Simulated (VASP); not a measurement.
Band structure of EuPd (space group Cmcm). Calculation: PBEsol GGA, VASP's PBE PAW potentials (set 64) (plane waves; VASP).

The 4f electrons are frozen in the core of the lanthanide potential, so 4f levels, which can set the real gap, and their magnetism are missing.

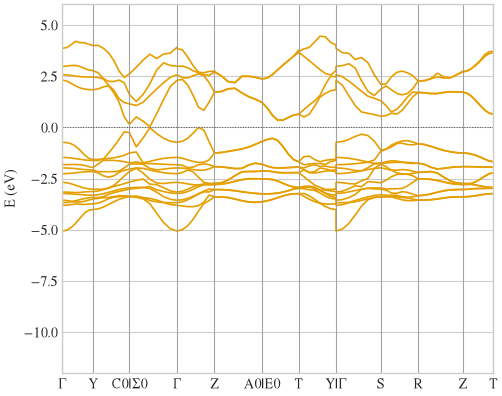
*Bands along high-symmetry lines, zero at the valence-band maximum or, without a gap, the Fermi level*

Problem. Read the plot: is there a gap, and where are the band edges?

Solution. The gap is indirect, 0.04 eV, from the valence maximum at Γ-Z at 0.57 to the conduction minimum at Σ0-Γ at 0.43. (Edges off the drawn lines would not show.)

The structure comes from a computed database's EuPd entry (Cmcm); how it stands against other phases isn't given here. It was relaxed first, which changed the volume by -11 %.
